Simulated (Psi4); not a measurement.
# SnS (SMILES [S][Sn]) at MP2/def2-TZVP (core potential)

Aim: the vertical singlet–triplet gap of SnS at MP2/def2-TZVP (core potential), from 2 runs. 

The calculation is run with Psi4 1.11.

3 further runs of the same task are left out: 1 that didn't finish, 2 set aside as unsound or not needed.

## Step 1: The structure to begin with

SnS has 2 atoms, charge 0, and is taken as a singlet. As SMILES, `[S][Sn]`. Geometry: the measured bond length.

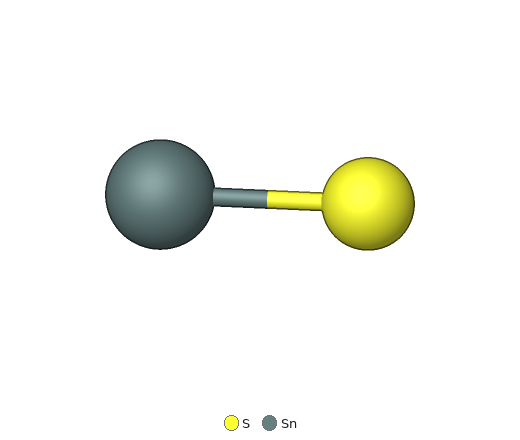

Viewed from a chosen angle; sulfur yellow, tin teal.

## Step 2: A single-point energy at MP2/def2-TZVP (core potential)

job.inp reads:

```
memory 1600 mb

molecule {
  0 1
  S
  Sn 1 R2

  R2 = 2.209026
  symmetry c1
}

set {
  basis def2-TZVP
  reference rhf
  puream true
  e_convergence 1e-09
  d_convergence 1e-08
  scf_type pk
  num_frozen_docc 9
  mp2_type conv
}

e = energy('mp2')
```

Run with:

```sh
$ psi4 -i job.inp -o job.out -n 1
```

job.out:

```text
[...]
    !!!  WARNING: ECP capability is in beta. Please check occupations closely.  !!!
[...]
  Running in c1 symmetry.
[...]
  Nuclear repulsion =   84.322401889267027
[...]
  Multiplicity = 1
[...]
  Nalpha       = 19
  Nbeta        = 19
[...]
    Number of basis functions: 87
[...]
 WARNING: Atomic UHF is not converging! Try casting from a smaller basis or call Rob at CCMST.
   -------------------------
[...]
   @RHF iter   1:  -610.81381683718803   -1.59697e+00   5.78673e-03 ADIIS/DIIS
[...]
   @RHF iter  12:  -610.93748332681025   -1.64846e-11   6.28358e-09 DIIS
[...]
    Orbital Energies [Eh]
    ---------------------
    Doubly Occupied:
       1A    -91.916458     2A     -8.920480     3A     -6.600894
       4A     -6.600092     5A     -6.600092     6A     -5.892447
       7A     -4.082296     8A     -4.082296     9A     -4.072565
      10A     -1.350401    11A     -1.350401    12A     -1.343601
      13A     -1.340306    14A     -1.340306    15A     -0.881376
      16A     -0.543049    17A     -0.354473    18A     -0.349283
      19A     -0.349283
[...]
  @RHF Final Energy:  -610.93748332681025
   => Energetics <=
    Nuclear Repulsion Energy =             84.3224018892670273
    One-Electron Energy =               -1094.5795700122498602
    Two-Electron Energy =                 399.3196847961726235
    Total Energy =                       -610.9374833268102520
[...]
 Multipole Moments:
 ------------------------------------------------------------------------------------
     Multipole            Electronic (a.u.)      Nuclear  (a.u.)        Total (a.u.)
 ------------------------------------------------------------------------------------
 L = 1.  Multiply by 2.5417464519 to convert [e a0] to [Debye]
 Dipole X            :          0.0000000            0.0000000            0.0000000
 Dipole Y            :          0.0000001            0.0000000            0.0000001
 Dipole Z            :         35.0399479          -33.3971580            1.6427899
 Magnitude           :                                                    1.6427899
[...]
	SCS-MP2 Total Energy (a.u.)        :  -611.37123402029658
	SOS-MP2 Total Energy (a.u.)        :  -611.32160491549564
	SCSN-MP2 Total Energy (a.u.)       :  -611.19952500015893
[...]
	SOS-PI-MP2 Total Energy (a.u.)     :  -611.38562518027663
[...]
	MP2 Total Energy (a.u.)            :  -611.40647196511748
[...]
```

Wall time 8.7 s (1 thread of AMD EPYC 7R43 (Zen 3), shared host); peak memory 0.42 GiB.

## Step 3: The triplet, same level

job.py reads:

```python
import psi4

psi4.set_memory('1600 MB')
psi4.set_num_threads(1)
psi4.core.set_output_file('psi4.out', False)

molecule = psi4.geometry("""
0 3
S      0.00000000     0.00000000     0.00000000
Sn     0.00000000     0.00000000     4.17445414
units au
symmetry c1
""")

psi4.set_options({
    'reference': 'uhf',
    'puream': True,
    'e_convergence': 1e-09,
    'd_convergence': 1e-08,
    'scf_type': 'pk',
    'num_frozen_docc': 9,
    'mp2_type': 'conv',
    'maxiter': 200,
})

result, w = psi4.energy("mp2/def2-TZVP", molecule=molecule, return_wfn=True)
print(f'total energy {result:.8f} hartree = {result * 27.211386:.5f} eV')
for k, v in sorted(psi4.core.scalar_variables().items()):
    print(f'{k:45s} {v:18.10f}')
```

Run with:

```sh
$ python job.py
```

psi4.out:

```text
[...]
    !!!  WARNING: ECP capability is in beta. Please check occupations closely.  !!!
[...]
  Running in c1 symmetry.
[...]
  Nuclear repulsion =   84.322401970380739
[...]
  Multiplicity = 3
[...]
  Nalpha       = 20
  Nbeta        = 18
[...]
    Number of basis functions: 87
[...]
 WARNING: Atomic UHF is not converging! Try casting from a smaller basis or call Rob at CCMST.
   -------------------------
[...]
   @UHF iter   1:  -610.72181348979120   -1.36947e+00   5.70721e-03 ADIIS/DIIS
[...]
   @UHF iter  31:  -610.85495780915005    3.22871e-11   6.28254e-09 DIIS
[...]
   @S^2 Observed:                2.038760515E+00
[...]
    Orbital Energies [Eh]
    ---------------------
    Alpha Occupied:
       1A    -91.944954     2A     -8.949920     3A     -6.641116
       4A     -6.629547     5A     -6.627186     6A     -5.900237
       7A     -4.088204     8A     -4.087933     9A     -4.084595
      10A     -1.363403    11A     -1.355696    12A     -1.349944
      13A     -1.348699    14A     -1.348662    15A     -0.936276
      16A     -0.608079    17A     -0.429140    18A     -0.406059
      19A     -0.378016    20A     -0.256269
    Alpha Virtual:
      21A     -0.011036    22A      0.082150    23A      0.159830
      24A      0.167811    25A      0.206601    26A      0.255992
[...]
  @UHF Final Energy:  -610.85495780915005
   => Energetics <=
    Nuclear Repulsion Energy =             84.3224019703807386
    One-Electron Energy =               -1093.9509230953708538
    Two-Electron Energy =                 398.7735633158400788
    Total Energy =                       -610.8549578091500507
  UHF NO Occupations:
  HONO-2 :   18  A 1.9856488
  HONO-1 :   19  A 1.0000000
[...]
 Multipole Moments:
 ------------------------------------------------------------------------------------
     Multipole            Electronic (a.u.)      Nuclear  (a.u.)        Total (a.u.)
 ------------------------------------------------------------------------------------
 L = 1.  Multiply by 2.5417464519 to convert [e a0] to [Debye]
 Dipole X            :          0.0000036            0.0000000            0.0000036
 Dipole Y            :          0.0000054            0.0000000            0.0000054
 Dipole Z            :         34.6469091          -33.3971580            1.2497511
 Magnitude           :                                                    1.2497511
[...]
	SCS-MP2 Total Energy (a.u.)        :  -611.25776410830019
	SOS-MP2 Total Energy (a.u.)        :  -611.24018869362169
	SCSN-MP2 Total Energy (a.u.)       :  -611.10421900403787
[...]
	SOS-PI-MP2 Total Energy (a.u.)     :  -611.26982183858104
[...]
	MP2 Total Energy (a.u.)            :  -611.29291493765720
[...]
```

On the terminal:

```text
total energy -611.29291494 hartree = -16634.12747 eV
CURRENT CORRELATION ENERGY                         -0.4379571285
CURRENT ENERGY                                   -611.2929149377
CURRENT REFERENCE ENERGY                         -610.8549578092
DD SOLVATION ENERGY                                 0.0000000000
HF KINETIC ENERGY                                 480.3190704831
HF POTENTIAL ENERGY                             -1091.1740282923
HF TOTAL ENERGY                                  -610.8549578092
HF VIRIAL RATIO                                     2.2717691121
MP2 CORRELATION ENERGY                             -0.4379571285
MP2 DOUBLES ENERGY                                 -0.4379571285
MP2 OPPOSITE-SPIN CORRELATION ENERGY               -0.2963314496
MP2 SAME-SPIN CORRELATION ENERGY                   -0.1416256789
MP2 SINGLES ENERGY                                  0.0000000000
MP2 TOTAL ENERGY                                 -611.2929149377
NUCLEAR REPULSION ENERGY                           84.3224019704
ONE-ELECTRON ENERGY                             -1093.9509230954
PCM POLARIZATION ENERGY                             0.0000000000
PE ENERGY                                           0.0000000000
SCF ITERATION ENERGY                             -610.8549578092
SCF ITERATIONS                                     31.0000000000
SCF TOTAL ENERGY                                 -610.8549578092
SCS(N)-MP2 CORRELATION ENERGY                      -0.2492611949
SCS(N)-MP2 TOTAL ENERGY                          -611.1042190040
SCS-MP2 CORRELATION ENERGY                         -0.4028062992
SCS-MP2 TOTAL ENERGY                             -611.2577641083
SCS-MP2-VDW CORRELATION ENERGY                     -0.4501170949
SCS-MP2-VDW TOTAL ENERGY                         -611.3050749041
SOS-MP2 CORRELATION ENERGY                         -0.3852308845
SOS-MP2 TOTAL ENERGY                             -611.2401886936
SOS-PI-MP2 CORRELATION ENERGY                      -0.4148640294
SOS-PI-MP2 TOTAL ENERGY                          -611.2698218386
TWO-ELECTRON ENERGY                               398.7735633158
```

It took 11 s on 1 thread of AMD EPYC 7R43 (Zen 3), shared host; peak memory 0.42 GiB.

## Step 4: Outcome

Level: MP2/def2-TZVP (core potential), 9 core orbitals frozen.

| quantity | value |
| --- | --- |
| singlet: total energy | -611.40647 Eh |
| singlet: HOMO energy (Hartree–Fock orbitals) | -9.50 eV |
| singlet: LUMO energy (Hartree–Fock orbitals) | 0.08 eV |
| singlet: HOMO–LUMO gap (Hartree–Fock orbitals) | 9.58 eV |
| singlet: correlation energy (9 core orbitals frozen) | -469.0 mEh |
| triplet: total energy | -611.29291 Eh |
| triplet: HOMO energy (Hartree–Fock orbitals) (highest over α and β) | -6.97 eV |
| triplet: LUMO energy (Hartree–Fock orbitals) (lowest over α and β) | -1.66 eV |
| triplet: correlation energy (9 core orbitals frozen) | -438.0 mEh |
| triplet: ⟨S²⟩ of the reference determinant | 2.039 |
| vertical energy of the triplet above the singlet | 3.090 eV |

In words: At this shape the triplet lies 3.09 eV (298 kJ/mol) above the singlet.
